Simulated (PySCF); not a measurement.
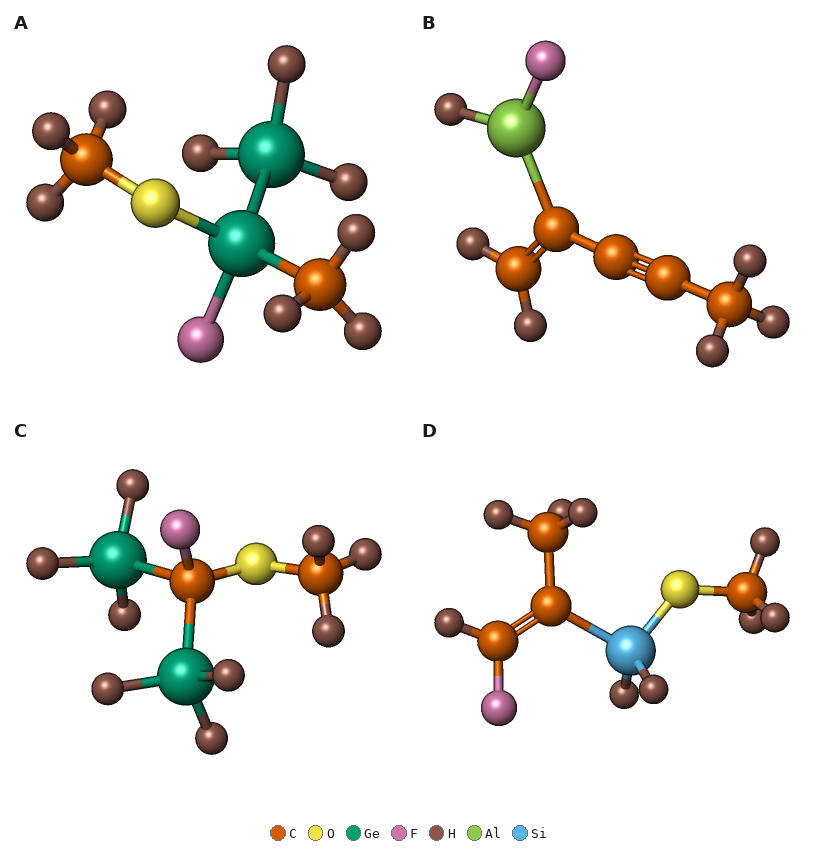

Source: calculation with PySCF.

Q: Match each picture to its SMILES.
(1) CO[C](F)([GeH3])[GeH3]
(2) CO[SiH2]/C(C)=C\F
(3) C=[C](C#CC)[AlH][F]
(4) C[O][Ge@@]([CH3])([F])[GeH3]

A: A is (4), B is (3), C is (1), D is (2).
